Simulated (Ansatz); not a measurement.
# Calculations on C2H6FNS

### Relaxation

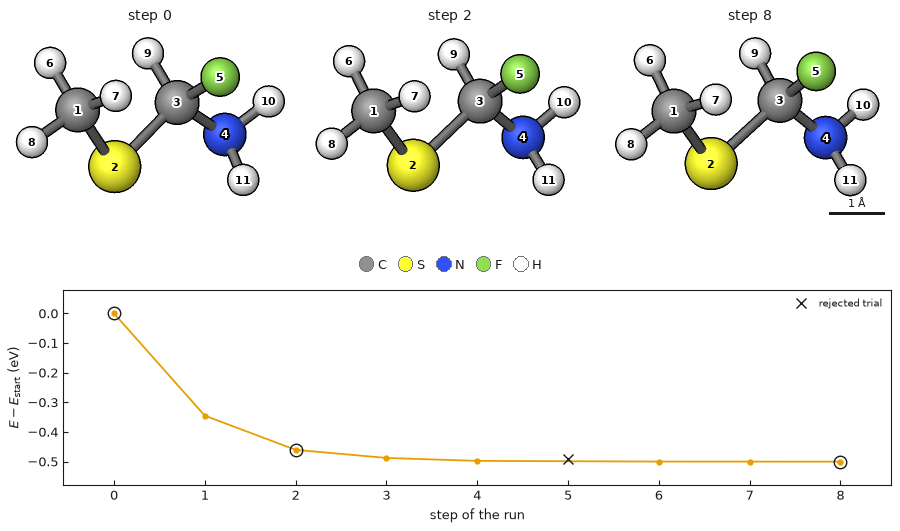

Frames of a relaxation of C₂H₆FNS, marked on the history of the run. Style: ball-and-stick. Shown from a free direction.

The run prepares an end point of a later path (hydrogen shift) calculation, from a guessed geometry.

Level of theory: Ansatz 0.2.0, RKS r2SCAN-D4/def2-SVP.

The input:
```yaml
crystal:
  periodic: [false, false, false]
  atoms:
    - { symbol: C, position_ang: [-1.2681, 1.2408, 0.5375] }
    - { symbol: S, position_ang: [-0.3509, 0.7515, -0.9029] }
    - { symbol: C, position_ang: [0.6874, -0.4182, -0.0748] }
    - { symbol: "N", position_ang: [1.5528, -1.1547, -1.0347] }
    - { symbol: F, position_ang: [-0.0301, -1.3329, 0.59] }
    - { symbol: H, position_ang: [-0.665, 1.7244, 1.2934] }
    - { symbol: H, position_ang: [-1.8539, 0.4488, 0.945] }
    - { symbol: H, position_ang: [-1.9874, 2.0732, 0.2051] }
    - { symbol: H, position_ang: [1.3835, 0.1012, 0.6931] }
    - { symbol: H, position_ang: [1.8063, -2.0029, -0.5344] }
    - { symbol: H, position_ang: [0.7908, -1.4882, -1.6967] }
basis:
  gaussian: { orbitals: def2-SVP }
hamiltonian:
  xc: r2scan
  dispersion: d4
relax:
  f_tol: 0.02
  max_steps: 50
output:
  orbitals: {}
```

Run as
```bash
ansatz run input.yaml --threads 2 --pin off --max-ram 3072MiB --backend cpu --events-out ev --progress --plain --runs-dir out
```

**What happens along the run?**

The energy falls by 0.500 eV in 7 accepted moves (8 points after the start). The largest force component goes from 3.9 to 0.015 eV/Å. The line search rejected the trial step at point 5 of the run. The largest move after the best rigid fit is that of H10, 0.30 Å. By element the largest moves are H 0.30 Å, F 0.18 Å, N 0.15 Å, S 0.11 Å, C 0.08 Å. Some distances before and after: C3–N4 1.488 → 1.401 Å, C3–F5 1.339 → 1.411 Å, C3–H9 1.159 → 1.104 Å, S2–C3 1.770 → 1.820 Å. Among the angles between lasting bonds that change: C3–N4–H11 98.1° → 111.6°, C3–N4–H10 103.9° → 112.2°, H10–N4–H11 102.9° → 109.9°. From step 0 to 2: H10 moves most (0.20 Å), energy −0.460 eV. From step 2 to 8: H10 moves most (0.10 Å), energy −0.040 eV.

```json
{"step": "0", "E − E(0), eV": "0.0000", "largest force component, eV/Å": "3.8741", "note": ""}
{"step": "1", "E − E(0), eV": "-0.3449", "largest force component, eV/Å": "1.7965", "note": ""}
{"step": "2", "E − E(0), eV": "-0.4603", "largest force component, eV/Å": "0.8728", "note": ""}
{"step": "3", "E − E(0), eV": "-0.4876", "largest force component, eV/Å": "0.4383", "note": ""}
{"step": "4", "E − E(0), eV": "-0.4975", "largest force component, eV/Å": "0.1905", "note": ""}
{"step": "5", "E − E(0), eV": "-0.4902", "largest force component, eV/Å": "0.4325", "note": "rejected"}
{"step": "6", "E − E(0), eV": "-0.4998", "largest force component, eV/Å": "0.0423", "note": ""}
{"step": "7", "E − E(0), eV": "-0.5000", "largest force component, eV/Å": "0.0263", "note": ""}
{"step": "8", "E − E(0), eV": "-0.5000", "largest force component, eV/Å": "0.0147", "note": ""}
```

### Relaxation

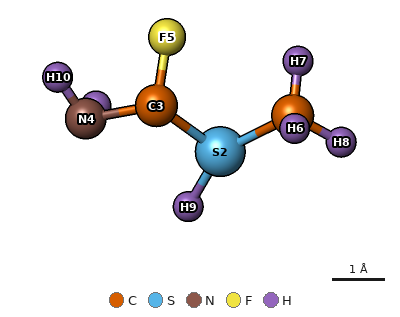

This is the input geometry for a relaxation of C$_{2}$H$_{6}$FNS. The picture is a ball-and-stick view, seen at a tilt.

The run prepares an end point of a later path (hydrogen shift) calculation, from a guessed geometry.

Theory: RKS r2SCAN-D4/def2-SVP in Ansatz.

Input file:
```yaml
crystal:
  periodic: [false, false, false]
  atoms:
    - { symbol: C, position_ang: [-1.2681, 1.2408, 0.5375] }
    - { symbol: S, position_ang: [-0.3509, 0.7515, -0.9029] }
    - { symbol: C, position_ang: [0.6874, -0.4182, -0.0748] }
    - { symbol: "N", position_ang: [1.5528, -1.1547, -1.0347] }
    - { symbol: F, position_ang: [-0.0301, -1.3329, 0.59] }
    - { symbol: H, position_ang: [-0.665, 1.7244, 1.2934] }
    - { symbol: H, position_ang: [-1.8539, 0.4488, 0.945] }
    - { symbol: H, position_ang: [-1.9874, 2.0732, 0.2051] }
    - { symbol: H, position_ang: [0.23173, 1.05091, -2.11752] }
    - { symbol: H, position_ang: [1.8063, -2.0029, -0.5344] }
    - { symbol: H, position_ang: [0.7908, -1.4882, -1.6967] }
basis:
  gaussian: { orbitals: def2-SVP }
hamiltonian:
  xc: r2scan
  dispersion: d4
relax:
  f_tol: 0.02
  max_steps: 50
output:
  orbitals: {}
```

Launched with:
```bash
ansatz run input.yaml --threads 2 --pin off --max-ram 3072MiB --backend cpu --events-out ev --progress --plain --runs-dir out
```

> What does the optimiser find from here?

The atom that moves furthest after the best rigid fit is H11 (1.61 Å). By element the largest moves are H 1.61 Å, S 1.11 Å, F 0.80 Å, C 0.68 Å, N 0.53 Å. Among the contacts that change: S2–C3 1.770 → 3.305 Å, S2–N4 2.697 → 4.097 Å, C3–N4 1.488 → 1.319 Å, C1–H8 1.149 → 1.100 Å. Bonds break, among them: S2–C3 (1.77 → 3.30 Å). Bond angles that change, for instance: C1–S2–H9 150.7° → 95.4°, C3–N4–H11 98.1° → 123.2°, H10–N4–H11 102.9° → 118.2°. Groups turn about C1–S2 by about 35°. The energy falls by 4.212 eV in 32 accepted moves (37 points after the start). Largest force component: 4.6 eV/Å at the start, 0.015 eV/Å at the end. The line search rejected the trial steps at points 13, 19, 20, 23, 29 of the run. The forces were under the threshold at step 21, but the run went on from there. The run took 2 min on 2 threads of Intel(R) Xeon(R) Platinum 8488C (Sapphire Rapids), on a shared host, peak memory 0.24 GiB.

The structure at the end:

```xyz
11

C    -1.6413    1.4960    0.4147
S    -1.2237    1.2777   -1.3450
C     1.3016   -0.5862   -0.3099
N     1.5881   -1.6806   -0.9871
F     0.6537   -0.9747    0.8017
H    -1.3315    0.6200    1.0023
H    -2.7343    1.5975    0.4771
H    -1.1794    2.4028    0.8333
H     0.0875    0.9495   -1.1276
H     2.0761   -1.5888   -1.8719
H     1.3169   -2.6205   -0.6776
```

The end point in the same view:

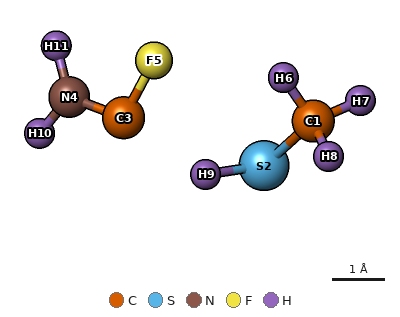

### Path

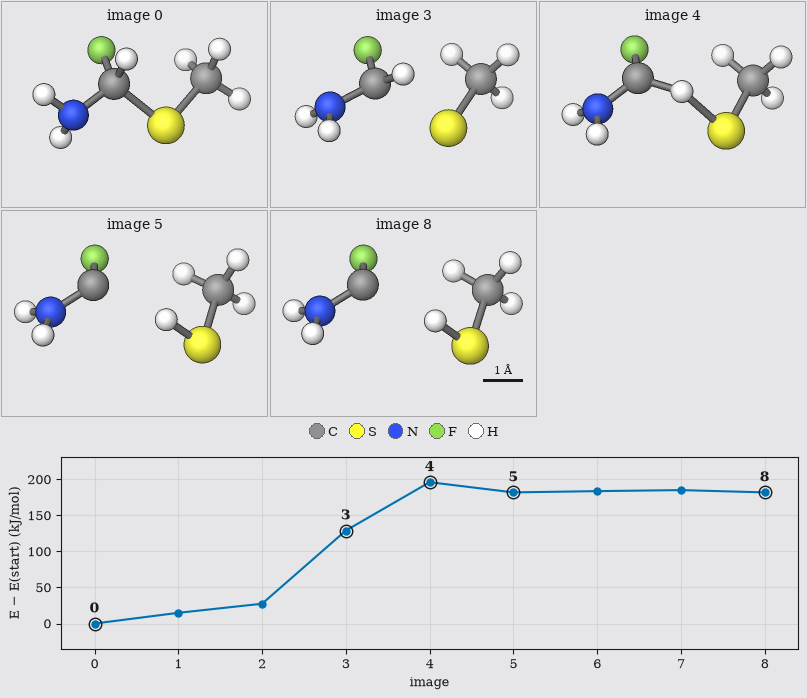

A search for the minimum-energy path of C2H6FNS by the nudged elastic band. Images are numbered from 0 (start) to 8 (end). Style: ball-and-stick. Shown at a tilt.

Theory: Ansatz, RKS r2SCAN-D4/def2-SVP. Run with 7 movable images; climbing image; force threshold 0.05 eV/Å; iteration limit 59; starting path through a guess of the saddle point.

> Read off the barrier and say what moves.

The energy climbs by 196.1 kJ/mol to image 4 and then falls by 14.2 kJ/mol, so the end point sits at +181.9 kJ/mol. The path has more than one stage, and so few images may leave a stage unresolved. Breaking: C–H (1.10 → 2.12 Å), C–S (1.82 → 3.30 Å). Forming: H–S (2.44 → 1.37 Å). The band converged in 23 iterations. The largest component of the band force went from 83 to 0.049 eV/Å. The climbing image converged on the top of the path. Its vibrational analysis gives one imaginary mode (389i cm⁻¹), as a transition state must have.

Cost: 6.7 min on 2 threads of Intel(R) Xeon(R) Platinum 8488C (Sapphire Rapids) (shared host), peak memory 0.18 GiB.
